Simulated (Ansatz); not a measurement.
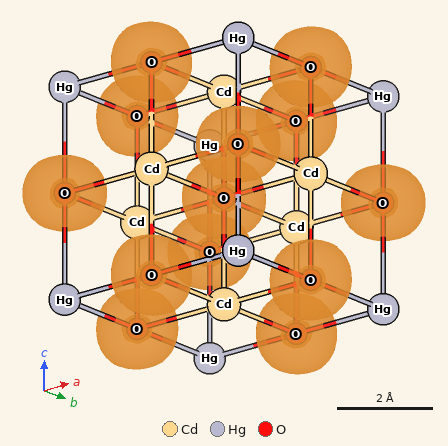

*Cd3HgO4. Isosurface of the electron localisation function at 0.65 (orange), seen at an oblique angle. Only the valence region is drawn (cores and ρ < 0.01 e/Å³ removed). Sticks mark near contacts.*

Space group Pm-3m; a structure generated by program, which may or may not match a known phase; computed pressure about −11 GPa in this cell.

All numbers below come from DFT LDA, scalar-relativistic, plane waves, PAW (Ansatz 0.2.0).

In a PAW calculation such maps are meaningful between the atoms, not at the nuclei.

Question: Describe the localisation domains.

Answer: The surface consists of four regions wrapped around O (the valence shell of each), counted in one cell of 8 atoms. Regions shared between cells count once. Profiles from the grid: Cd–O (2.40 Å): the ELF is about 0.10 at the midpoint (no localised pair shows between them). Hg–O (2.40 Å): the ELF is about 0.15 at the midpoint: no localised pair shows between them.

Question: Which way does charge flow, and how much by Bader's partition?

Answer: Electrons move from Cd and Hg towards O. Bader charges: Cd +1.14, Hg +0.86 and O −1.13 to −1.05 e.
